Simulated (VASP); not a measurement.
# Ba2SeS with PBE + D3: from relaxation to properties, part 4 of 4

What structure does Ba2SeS take at this level, and what are its properties? The cell is invented: it takes the structure of COD entry 9008600, BaS (space group 225 there), with some of its atoms replaced by other elements, volume scaled by an estimate. It may not be a known or stable phase. The atoms of the start are displaced at random from the sites of a R-3m cell.

VASP 6.6.1; PBE with D3; plane waves and PAW (Ba_sv, Se, S); invented cell.

So far, gap on the k-mesh (eV): step 2 (rough relaxation of the start cell) 1.96; step 3 (relaxing cell and atoms (PBE + D3)) 1.97; step 6 (total and projected DOS (PBE + D3)) 1.97.

## (8) Zone-centre phonons (PBE + D3)

Zone-centre modes test whether the atoms sit at a minimum within this cell. IBRION = 6 takes the force constants from differences of forces between displaced cells, so the forces must be tight.

File INCAR:

```
SYSTEM = Ba2SeS
PREC = Accurate
ENCUT = 400
EDIFF = 1E-08
NELM = 100
ISMEAR = 0
SIGMA = 0.05
LREAL = .FALSE.
ALGO = Normal
GGA = PE
IVDW = 11
NBANDS = 22
LORBIT = 11
LWAVE = .FALSE.
LCHARG = .FALSE.
KPAR = 2
IBRION = 6
NFREE = 2
POTIM = 0.015
ISIF = 2
NSW = 1
```

File POSCAR:

```
Ba2SeS
1.0
    2.3023317400      1.3292518500      7.5354216200
   -2.3023317400      1.3292518500      7.5354216200
    0.0000000000     -2.6585036900      7.5354216200
Ba Se S
2 1 1
Direct
    0.7527891900      0.7527891900      0.7527891900
    0.2472108100      0.2472108100      0.2472108100
    0.0000000000      0.0000000000      0.0000000000
    0.5000000000      0.5000000000      0.5000000000
```

File KPOINTS:

```
Automatic mesh
0
Gamma
6 6 6
0 0 0
```

Potentials, in the order of the species: Ba_sv, Se and S (PBE family, release 64).

Run with:

```bash
$ mpirun -np 2 vasp_std
```

What it wrote:

```text
[... set-up lines as in an earlier step ...]
 entering main loop
       N       E                     dE             d eps       ncg     rms          rms(c)
[... 13 cycles as in an earlier step ...]
DAV:  14    -0.196684946651E+02   -0.36264E-06   -0.93766E-07  1768   0.497E-03    0.449E-03
DAV:  15    -0.196684949048E+02   -0.23973E-06   -0.38102E-07  1762   0.314E-03    0.125E-03
DAV:  16    -0.196684948492E+02    0.55672E-07   -0.11539E-07  1678   0.163E-03    0.395E-04
DAV:  17    -0.196684948356E+02    0.13534E-07   -0.12101E-08  1272   0.636E-04    0.260E-04
DAV:  18    -0.196684948354E+02    0.27421E-09   -0.17146E-09  1214   0.242E-04
   1 F= -.20322123E+02 E0= -.20322123E+02  d E =-.176239E-13
 Found     6 degrees of freedom:
 Finite differences POTIM= 0.01500 DOF=   6
 bond charge predicted
       N       E                     dE             d eps       ncg     rms          rms(c)
DAV:   1    -0.196676561061E+02    0.83873E-03   -0.31057E-01  5000   0.271E+00    0.114E-01
DAV:   2    -0.196682124737E+02   -0.55637E-03   -0.70864E-03  6240   0.473E-01    0.477E-02
DAV:   3    -0.196682298413E+02   -0.17368E-04   -0.26591E-04  7870   0.655E-02    0.223E-02
DAV:   4    -0.196682304488E+02   -0.60745E-06   -0.91975E-06  6218   0.198E-02    0.668E-03
DAV:   5    -0.196682309886E+02   -0.53978E-06   -0.12235E-06  6326   0.715E-03    0.198E-03
DAV:   6    -0.196682309612E+02    0.27340E-07   -0.11941E-07  6242   0.229E-03    0.103E-03
DAV:   7    -0.196682309454E+02    0.15853E-07   -0.27587E-08  5954   0.944E-04    0.211E-04
DAV:   8    -0.196682309434E+02    0.19515E-08   -0.20277E-09  4372   0.300E-04
   2 F= -.20321865E+02 E0= -.20321865E+02  d E =-.111941E-11
[... from here on, the cycles between the ionic steps are left out ...]
   3 F= -.20321865E+02 E0= -.20321865E+02  d E =-.189609E-11
   4 F= -.20321608E+02 E0= -.20321608E+02  d E =-.180564E-10
   5 F= -.20321479E+02 E0= -.20321479E+02  d E =-.587701E-13
   6 F= -.20321818E+02 E0= -.20321818E+02  d E =-.257264E-11
   7 F= -.20321818E+02 E0= -.20321818E+02  d E =-.258083E-11
   8 F= -.20321668E+02 E0= -.20321668E+02  d E =-.409307E-11
   9 F= -.20321668E+02 E0= -.20321668E+02  d E =-.409346E-11
  10 F= -.20321843E+02 E0= -.20321843E+02  d E =-.252530E-11
  11 F= -.20321843E+02 E0= -.20321843E+02  d E =-.252464E-11
  12 F= -.20321718E+02 E0= -.20321718E+02  d E =-.365380E-11
 Finite differences progress:
  Degree of freedom:   6/  6
  Displacement:        1/  2
  Total:              11/ 12
 bond charge predicted
       N       E                     dE             d eps       ncg     rms          rms(c)
DAV:   1    -0.196656519498E+02    0.24326E-02   -0.10034E+00  1532   0.352E+00    0.502E-01
DAV:   2    -0.196684519192E+02   -0.28000E-02   -0.36414E-02  1792   0.893E-01    0.197E-01
DAV:   3    -0.196682116372E+02    0.24028E-03   -0.69282E-04  1800   0.165E-01    0.135E-01
DAV:   4    -0.196680798685E+02    0.13177E-03   -0.80870E-04  1862   0.171E-01    0.577E-02
DAV:   5    -0.196680851725E+02   -0.53040E-05   -0.13651E-04  1606   0.598E-02    0.130E-02
DAV:   6    -0.196680841274E+02    0.10452E-05   -0.11070E-05  1788   0.154E-02    0.298E-03
DAV:   7    -0.196680844183E+02   -0.29098E-06   -0.14422E-06  1738   0.635E-03    0.309E-03
DAV:   8    -0.196680845139E+02   -0.95550E-07   -0.19364E-07  1774   0.266E-03    0.128E-03
DAV:   9    -0.196680845111E+02    0.27821E-08   -0.54280E-08  1446   0.115E-03
  13 F= -.20321718E+02 E0= -.20321718E+02  d E =-.362656E-11
 Finite differences progress:
  Degree of freedom:   6/  6
  Displacement:        2/  2
  Total:              12/ 12
```

Run time: 41 min. Hardware: 2 MPI ranks of Intel Xeon Platinum 8488C (Sapphire Rapids), shared host; peak memory 1.2 GiB.

Parts of OUTCAR (step 8):

```text
   NELECT =      32.0000    total number of electrons

 Edisp (eV)   -0.65363

 E-fermi :   1.5476

 k-point     1 :       0.0000    0.0000    0.0000
  band No.  band energies     occupation
    ...
     12       0.1791      2.00000
     13       0.1791      2.00000
     14       1.2845      2.00000
     15       1.3349      2.00000
     16       1.3349      2.00000
     17       4.5492      0.00000
     18       4.9792      0.00000
     19       4.9823      0.00000
     20       4.9823      0.00000
     21       5.8573      0.00000
    ...

 Edisp (eV)   -0.65363

  Total       0.01823     0.01823    -0.00593     0.00000    -0.00000     0.00000
  in kB       0.21107     0.21107    -0.06864     0.00000    -0.00000     0.00000
  external pressure =        0.12 kB  Pullay stress =        0.00 kB

 POSITION                                       TOTAL-FORCE (eV/Angst)
 -----------------------------------------------------------------------------------
      0.00000      0.00000     17.01775         0.000000     -0.000000     -0.009494
      0.00000      0.00000      5.58851         0.000000     -0.000000     -0.017543
      0.00000      0.00000      0.00000         0.000000     -0.000000     -0.026815
      0.00000      0.00000     11.28813         0.000000      0.000000      0.053853
 -----------------------------------------------------------------------------------
    total drift:                                0.000000     -0.000000      0.000071

  FREE ENERGIE OF THE ION-ELECTRON SYSTEM (eV)
  ---------------------------------------------------
  free  energy   TOTEN  =       -20.3217176983 eV

  energy  without entropy=      -20.3217176983  energy(sigma->0) =      -20.32171770

 Eigenvectors and eigenvalues of the dynamical matrix
 ----------------------------------------------------

   1 f  =    5.626627 THz    35.353138 2PiTHz  187.684065 cm-1    23.269848 meV
             X         Y         Z           dx          dy          dz
      0.000000  0.000000 17.017752    -0.000000   -0.000000   -0.071078
      0.000000  0.000000  5.588513    -0.000000   -0.000000   -0.071078
      0.000000  0.000000  0.000000    -0.000000   -0.000000   -0.394362
      0.000000  0.000000 11.303132     0.000000    0.000000    0.913441

   2 f  =    4.542690 THz    28.542563 2PiTHz  151.527827 cm-1    18.787048 meV
             X         Y         Z           dx          dy          dz
      0.000000  0.000000 17.017752    -0.171950   -0.000000   -0.000000
      0.000000  0.000000  5.588513    -0.171950   -0.000000    0.000000
      0.000000  0.000000  0.000000    -0.156342   -0.000000   -0.000000
      0.000000  0.000000 11.303132     0.957300    0.000000   -0.000000

   3 f  =    4.542690 THz    28.542563 2PiTHz  151.527826 cm-1    18.787048 meV
             X         Y         Z           dx          dy          dz
      0.000000  0.000000 17.017752     0.000000   -0.171950    0.000000
      0.000000  0.000000  5.588513     0.000000   -0.171950    0.000000
      0.000000  0.000000  0.000000     0.000000   -0.156342    0.000000
      0.000000  0.000000 11.303132    -0.000000    0.957300   -0.000000

   4 f  =    3.836736 THz    24.106925 2PiTHz  127.979746 cm-1    15.867459 meV
             X         Y         Z           dx          dy          dz
      0.000000  0.000000 17.017752     0.000000    0.000000    0.707107
      0.000000  0.000000  5.588513     0.000000   -0.000000   -0.707107
      0.000000  0.000000  0.000000     0.000000    0.000000   -0.000000
      0.000000  0.000000 11.303132    -0.000000    0.000000   -0.000000

   5 f  =    3.441607 THz    21.624257 2PiTHz  114.799668 cm-1    14.233338 meV
             X         Y         Z           dx          dy          dz
      0.000000  0.000000 17.017752     0.000000    0.000000    0.372665
      0.000000  0.000000  5.588513     0.000000    0.000000    0.372665
      0.000000  0.000000  0.000000     0.000000   -0.000000   -0.799810
      0.000000  0.000000 11.303132    -0.000000    0.000000   -0.287307

   6 f  =    3.196781 THz    20.085970 2PiTHz  106.633148 cm-1    13.220819 meV
             X         Y         Z           dx          dy          dz
      0.000000  0.000000 17.017752     0.338123    0.000000    0.000000
      0.000000  0.000000  5.588513     0.338123    0.000000   -0.000000
      0.000000  0.000000  0.000000    -0.877990   -0.000000   -0.000000
      0.000000  0.000000 11.303132    -0.021922   -0.000000   -0.000000

   7 f  =    3.196781 THz    20.085970 2PiTHz  106.633148 cm-1    13.220819 meV
             X         Y         Z           dx          dy          dz
      0.000000  0.000000 17.017752    -0.000000    0.338123   -0.000000
      0.000000  0.000000  5.588513    -0.000000    0.338123   -0.000000
      0.000000  0.000000  0.000000     0.000000   -0.877990    0.000000
      0.000000  0.000000 11.303132     0.000000   -0.021922    0.000000

   8 f  =    2.139170 THz    13.440799 2PiTHz   71.355019 cm-1     8.846891 meV
             X         Y         Z           dx          dy          dz
      0.000000  0.000000 17.017752     0.707107   -0.000000    0.000000
      0.000000  0.000000  5.588513    -0.707107    0.000000   -0.000000
      0.000000  0.000000  0.000000    -0.000000   -0.000000   -0.000000
      0.000000  0.000000 11.303132    -0.000000   -0.000000   -0.000000

   9 f  =    2.139170 THz    13.440799 2PiTHz   71.355018 cm-1     8.846891 meV
             X         Y         Z           dx          dy          dz
      0.000000  0.000000 17.017752    -0.000000   -0.707107    0.000000
      0.000000  0.000000  5.588513     0.000000    0.707107   -0.000000
      0.000000  0.000000  0.000000    -0.000000    0.000000    0.000000
      0.000000  0.000000 11.303132    -0.000000    0.000000    0.000000

  10 f/i=    0.000422 THz     0.002650 2PiTHz    0.014070 cm-1     0.001745 meV
             X         Y         Z           dx          dy          dz
      0.000000  0.000000 17.017752     0.205291    0.560323    0.000000
      0.000000  0.000000  5.588513     0.205291    0.560323    0.000000
      0.000000  0.000000  0.000000     0.155643    0.424814    0.000000
      0.000000  0.000000 11.303132     0.099167    0.270668    0.000000

  11 f/i=    0.000422 THz     0.002650 2PiTHz    0.014070 cm-1     0.001745 meV
             X         Y         Z           dx          dy          dz
      0.000000  0.000000 17.017752    -0.560323    0.205291   -0.000000
      0.000000  0.000000  5.588513    -0.560323    0.205291   -0.000000
      0.000000  0.000000  0.000000    -0.424814    0.155643   -0.000000
      0.000000  0.000000 11.303132    -0.270668    0.099167   -0.000000

  12 f/i=    0.000683 THz     0.004291 2PiTHz    0.022780 cm-1     0.002824 meV
             X         Y         Z           dx          dy          dz
      0.000000  0.000000 17.017752    -0.000000   -0.000000    0.596715
      0.000000  0.000000  5.588513    -0.000000   -0.000000    0.596715
      0.000000  0.000000  0.000000    -0.000000   -0.000000    0.452529
      0.000000  0.000000 11.303132    -0.000000   -0.000000    0.288236

 ELASTIC MODULI CONTR FROM IONIC RELAXATION (kBar)
 Direction    XX          YY          ZZ          XY          YZ          ZX
 --------------------------------------------------------------------------------
 XX          -1.8611      1.7844     -0.2156      0.0000     -0.7093      0.0000
 YY           1.7844     -1.8611     -0.2156     -0.0000      0.7093     -0.0000
 ZZ          -0.2156     -0.2156     -1.2120     -0.0000     -0.0000     -0.0000
 XY           0.0000     -0.0000     -0.0000     -1.8228      0.0000     -0.7093
 YZ          -0.7093      0.7093     -0.0000      0.0000     -0.2760      0.0000
 ZX           0.0000     -0.0000     -0.0000     -0.7093      0.0000     -0.2760
 --------------------------------------------------------------------------------

[... 8 parts as in an earlier step ...]

[... 9 further parts left out ...]
```

The last energy, forces, stress and levels in OUTCAR belong to the last displaced cell, not to the cell of POSCAR.

This step gave:

```yaml
pressure_of_the_cell: 0.01092 GPa
largest_force_of_the_cell: 0.004277 eV/Å
```

Transverse limit, no LO-TO splitting. The modes at Γ (shares of kinetic energy by element, %):

| mode | frequency (cm⁻¹) | symmetry | Ba % | Se % | S % |
| --- | --- | --- | --- | --- | --- |
| 1 | 0.0 | acoustic | 71 | 20 | 8 |
| 2 | 0.0 | acoustic | 71 | 20 | 8 |
| 3 | 0.0 | acoustic | 71 | 20 | 8 |
| 4 | 71.4 | Eg | 100 | 0 | 0 |
| 5 | 71.4 | Eg | 100 | 0 | 0 |
| 6 | 106.6 | Eu | 23 | 77 | 0 |
| 7 | 106.6 | Eu | 23 | 77 | 0 |
| 8 | 114.8 | A2u | 28 | 64 | 8 |
| 9 | 128.0 | A1g | 100 | 0 | 0 |
| 10 | 151.5 | Eu | 6 | 2 | 92 |
| 11 | 151.5 | Eu | 6 | 2 | 92 |
| 12 | 187.7 | A2u | 1 | 16 | 83 |

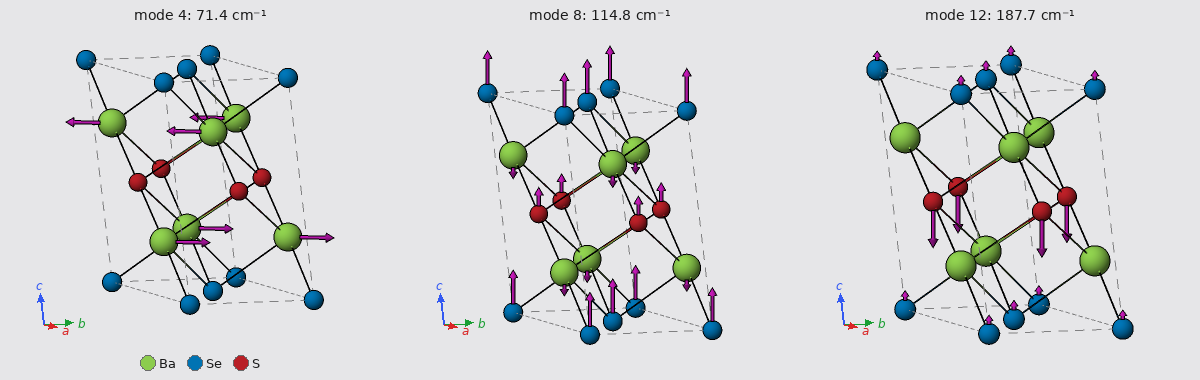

Displacement patterns of modes 4, 8 and 12 at Γ; arrows are exaggerated. Some periodic images of atoms are drawn too.

The three acoustic modes come out at zero, and all others are real. By the characters of their eigenvectors the optical modes sort into (cm⁻¹) Raman active: Eg 71, A1g 128; infrared active: Eu 107, A2u 115, Eu 152, A2u 188. With a centre of inversion no mode is active in both.

## (9) Elastic tensor by finite strains (PBE + D3)

IBRION = 6 with ISIF = 3 strains the cell both ways at fixed fractional positions, and adds the ions' share afterwards from the force constants. Stress converges slowly with the basis, so the cutoff is raised.

Edit INCAR of step 8 so:

```diff
@@ -2,4 +2,4 @@
 PREC = Accurate
-ENCUT = 400
-EDIFF = 1E-08
+ENCUT = 500
+EDIFF = 1E-07
 NELM = 100
@@ -19,3 +19,3 @@
 POTIM = 0.015
-ISIF = 2
+ISIF = 3
 NSW = 1
```

POSCAR is that of step 8.

KPOINTS is that of step 8.

Run with:

```bash
$ mpirun -np 2 vasp_std
```

What it wrote:

```text
[... set-up lines as in an earlier step ...]
 entering main loop
       N       E                     dE             d eps       ncg     rms          rms(c)
DAV:   1     0.204878140066E+03    0.20488E+03   -0.13328E+04  1408   0.121E+03
DAV:   2    -0.575521668445E+01   -0.21063E+03   -0.19920E+03  1964   0.227E+02
DAV:   3    -0.199855249700E+02   -0.14230E+02   -0.14136E+02  1874   0.634E+01
DAV:   4    -0.204377009609E+02   -0.45218E+00   -0.45176E+00  2230   0.997E+00
[...]
DAV:  14    -0.196695295734E+02   -0.45147E-06   -0.14468E-06  1774   0.635E-03    0.589E-03
DAV:  15    -0.196695297308E+02   -0.15738E-06   -0.14268E-07  1500   0.191E-03    0.273E-03
DAV:  16    -0.196695296911E+02    0.39639E-07   -0.12213E-07  1418   0.179E-03
   1 F= -.20323158E+02 E0= -.20323158E+02  d E =-.207794E-11
 Found     6 degrees of freedom:
 Adding 6 more for cell shape distortion
 Finite differences POTIM= 0.01500 DOF=  12
[...]
N       E                     dE             d eps       ncg     rms          rms(c)
DAV:   1    -0.197209514234E+02   -0.51422E-01   -0.21035E+00  3004   0.819E+00    0.114E+00
DAV:   2    -0.196876911484E+02    0.33260E-01   -0.66441E-02  3906   0.144E+00    0.519E-01
DAV:   3    -0.196754851469E+02    0.12206E-01   -0.31466E-02  3508   0.103E+00    0.249E-01
DAV:   4    -0.196755204667E+02   -0.35320E-04   -0.19421E-03  4858   0.194E-01    0.140E-01
[...]
DAV:   9    -0.196755482615E+02   -0.15728E-06   -0.33593E-08  2600   0.138E-03    0.106E-03
DAV:  10    -0.196755484716E+02   -0.21011E-06   -0.78682E-08  2566   0.185E-03    0.262E-04
DAV:  11    -0.196755484783E+02   -0.67089E-08   -0.12405E-08  2402   0.771E-04
   2 F= -.20316963E+02 E0= -.20316963E+02  d E =-.404046E-17
 Finite differences progress:
  Degree of freedom:   1/ 12
  Displacement:        1/  2
  Total:               1/ 24
[...]
N       E                     dE             d eps       ncg     rms          rms(c)
DAV:   1    -0.198314856372E+02   -0.15594E+00   -0.71154E+00  3022   0.154E+01    0.246E+00
DAV:   2    -0.196960434574E+02    0.13544E+00   -0.25441E-01  3954   0.282E+00    0.104E+00
DAV:   3    -0.196490448229E+02    0.46999E-01   -0.11441E-01  3452   0.195E+00    0.537E-01
DAV:   4    -0.196490997388E+02   -0.54916E-04   -0.91343E-03  4850   0.435E-01    0.284E-01
DAV:   5    -0.196492325990E+02   -0.13286E-03   -0.21067E-03  3710   0.262E-01    0.627E-02
DAV:   6    -0.196492929604E+02   -0.60361E-04   -0.20729E-04  4820   0.603E-02    0.287E-02
DAV:   7    -0.196493156866E+02   -0.22726E-04   -0.21839E-05  3698   0.374E-02    0.821E-03
DAV:   8    -0.196493167948E+02   -0.11082E-05   -0.25883E-06  4290   0.960E-03    0.351E-03
DAV:   9    -0.196493168219E+02   -0.27103E-07   -0.29386E-07  3688   0.403E-03
 soft stop encountered!  aborting job ...
   3 F= -.20315933E+02 E0= -.20315933E+02  d E =-.667351E-16
 Finite differences progress:
  Degree of freedom:   1/ 12
  Displacement:        2/  2
  Total:               2/ 24
 deleting file STOPCAR
```

It took 12 min on 2 MPI ranks; peak memory 1.4 GiB.

The run was stopped at its time limit, by a STOPCAR file.

More ranks or a longer limit would be the way on.

## (10) Results

| Quantity | Value |
| --- | --- |
| relaxed volume | 34.60 Å³/atom |
| relaxed conventional cell a, b, c | 4.605, 4.605, 22.606 Å; angles 90.0, 90.0, 120.0° |
| space group after relaxing, within 0.02 Å (lengths above averaged to it) | R-3m (No. 166) |
| band gap | 1.97 eV, indirect (least direct gap of that run 2.17 eV) |
| gap among the points of the DOS mesh alone, an upper bound | 1.97 eV |
| shallowest level of the frozen cores | Se3 3d, 45.2 eV deep |
| highest zone-centre mode | 188 cm⁻¹ |

In words: With PBE + D3, Ba2SeS relaxes to 34.60 Å³/atom in space group R-3m and has an indirect gap of 1.97 eV. Not obtained: elastic tensor by finite strains (PBE + D3), because the run hit its time limit. Bands along the symmetry lines (PBE + D3): On this path the gap is indirect, 1.97 eV, with the valence top at Γ and the conduction bottom at F. The least direct gap is 2.17 eV. Zone-centre phonons (PBE + D3): The highest mode in this list at Γ, 187.7 cm⁻¹, is mostly motion of S (83 % of the kinetic energy). Spin-orbit coupling is left out, and with elements this heavy it would split and shift bands near the edges, and it can change the kind of a small gap. Modes at Γ alone can't show that the crystal is stable at other wave vectors, and the LO-TO splitting is not included. No search among competing phases was made. All values are for a static lattice at zero temperature.

[Lines on the potential files, build, host, timing and source positions are cut from VASP's logs without a mark.]

[Logs are printed without paths, hosts, clocks, repeated set-up lines and the standing remarks that a program may print on its own settings, such as how far it seeks lower states.]

[Hosts, paths, dates, database ids (printed as entryN), source tags and the programs' standing remarks are cut or masked in the printed files.]

[A measured line is paired with the nearest computed mode of its activity, which favours agreement.]
